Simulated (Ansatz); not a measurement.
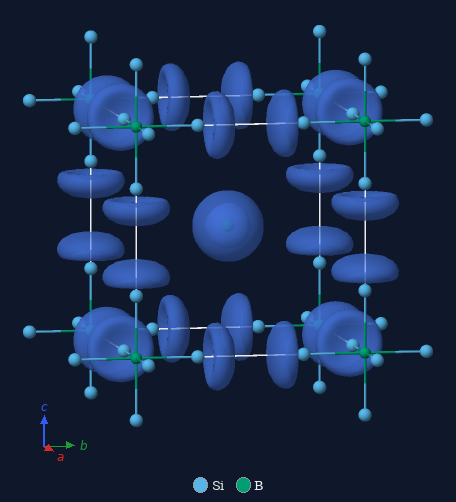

Figure 1: Si3B. Isosurface of the ELF at 0.9 (blue), seen slightly off an axis. Only the valence region is drawn (cores and ρ < 0.01 e/Å³ removed). Sticks mark near contacts.

Space group Pm-3m; a structure generated by program, which may or may not match a known phase.

Theory: DFT PBE, scalar-relativistic, plane waves, PAW in Ansatz.

Core electrons are frozen (PAW), and the valence fields are smoothed inside the atomic spheres.

**Describe the localisation domains.**

The ELF exceeds this value in six lobes on Si, pointing away from the bonds (lone pairs) and one region wrapped around B (its valence shell), counted in one cell of 8 atoms. Any copies at cell faces, edges or corners count once. Profiles from the grid: Si–B (1.96 Å): the ELF peaks at about 0.75 between the atoms.
